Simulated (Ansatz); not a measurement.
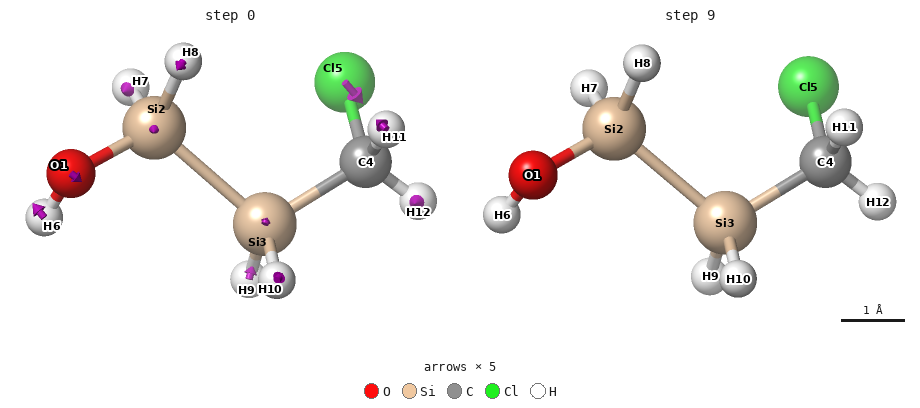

The structure of CH$_{7}$ClOSi$_{2}$ before (left) and after (right) a relaxation, at one scale. The purple arrows give the displacements, 5 times their true length.

Style: ball-and-stick. Shown at a tilt.

The start comes from PBE-D4/def2-SVP.

Level of theory: RKS PBE0-D4/def2-TZVP in Ansatz. Set-up: force threshold 0.005 eV/Å; at most 150 steps.

> Summarise the run.

Cl5 moves most after the best rigid fit: 0.10 Å. By element the largest moves are Cl 0.10 Å, H 0.06 Å, O 0.04 Å, Si 0.02 Å. C stays in place. Among the contacts that change: O1–Si2 1.692 → 1.655 Å, C4–Cl5 1.814 → 1.789 Å, Si3–C4 1.913 → 1.891 Å, Si2–H7 1.509 → 1.489 Å. Bond angles that change, for instance: Si2–O1–H6 114.6° → 117.6°. Over 9 geometry steps the energy falls by 0.062 eV. Largest force component: 0.68 eV/Å at the start, 0.0017 eV/Å at the end.
